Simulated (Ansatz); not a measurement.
# CH₇AsOSi: what the fields show

```xyz
11

O    -1.2707    2.1167    0.4887
Si    0.0288    1.0696    0.4838
C    -0.3180   -0.5095   -0.4721
As    1.2833   -1.6717   -0.6477
H    -1.4634    2.5768   -0.3324
H     0.2799    0.7379    1.9133
H     1.2406    1.7281   -0.1054
H    -1.1454   -1.0527    0.0092
H    -0.6336   -0.2599   -1.4988
H     0.5189   -2.9935   -0.6712
H     1.5452   -1.7987    0.8531
```

Level of theory: RKS PBE0/def2-SVP in Ansatz 0.2.0.

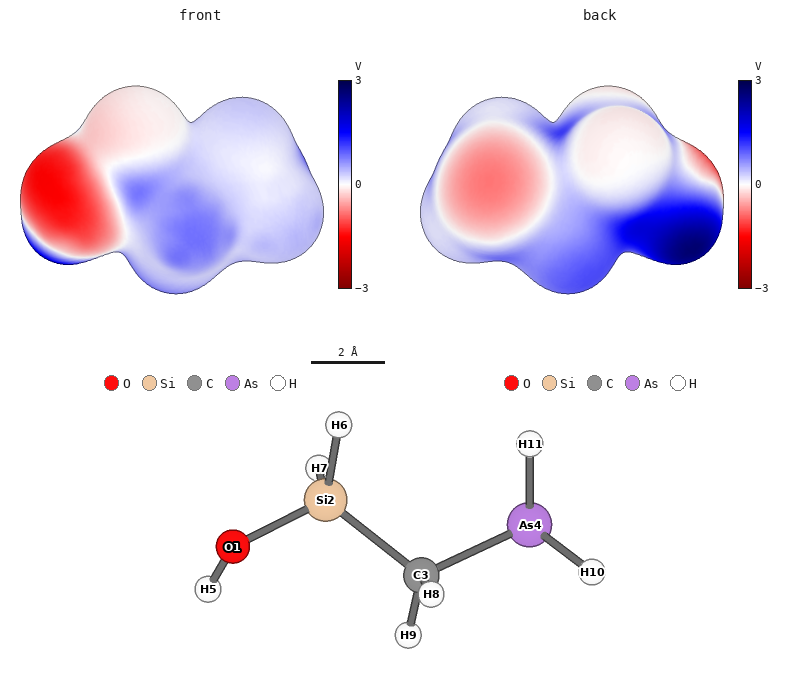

Figure 1. The electrostatic potential painted on the density surface at 0.002 e/bohr³, seen from the front and from behind; the colour scale runs from red (negative) to blue (positive). The bare structure is drawn below in the same view.

> Where is the surface potential most negative and most positive?

The most negative region (about −1.5 V) lies over O1, the most positive (about +2.6 V) over H5. O1 is the likeliest acceptor of a hydrogen bond.

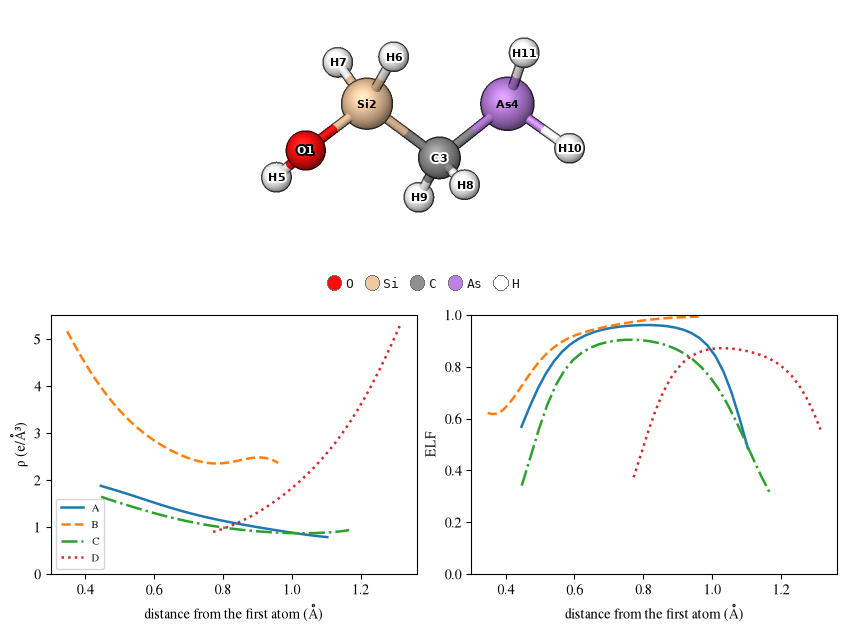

Figure 2. Total electron density and ELF along straight lines between neighbouring atoms. The curves leave out the atomic cores. The structure is drawn too.

> Which curve belongs to which contact (C–As, C–Si, O–H and Si–O)? The first atom named is at distance zero.

Curve A: C–Si (1.88 Å): ρ at the midpoint is about 0.95 e/Å³; the ELF peaks at about 0.95 between the atoms (localised, covalent bonding). Curve B: O–H (0.96 Å): ρ at the midpoint is about 3.7 e/Å³; the ELF climbs to about 1 towards the hydrogen, as it does in any bond to H: a covalent bond by its length. Curve C: C–As (1.99 Å): ρ is about 0.87 e/Å³ halfway; the ELF peaks at about 0.90 between the atoms (a covalent bond). Curve D: Si–O (1.67 Å): the density is about 1.1 e/Å³ at the midpoint; the ELF peaks at about 0.85 between the atoms; a polar covalent bond.

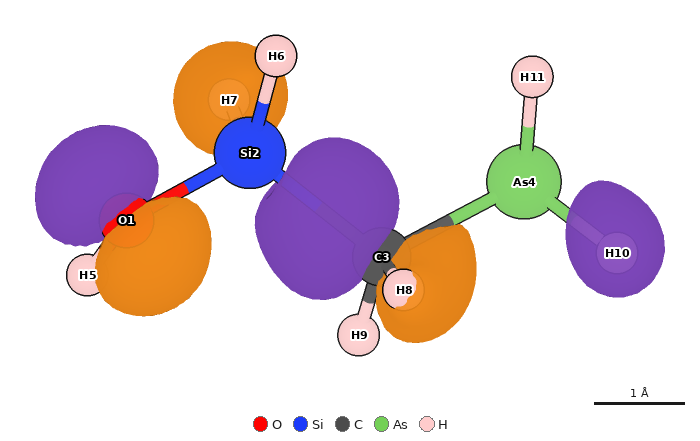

Figure 3. The HOMO−1 at ±0.15 Å⁻³ᐟ² (orange and purple are the two phases), seen across its widest extent.

> What is the character of this orbital?

It lies mainly on O1 (about 30 %), C3 (about 25 %), Si2 (about 15 %), As4 (about 10 %) and H7 (about 10 %). Its energy is −8.31 eV.
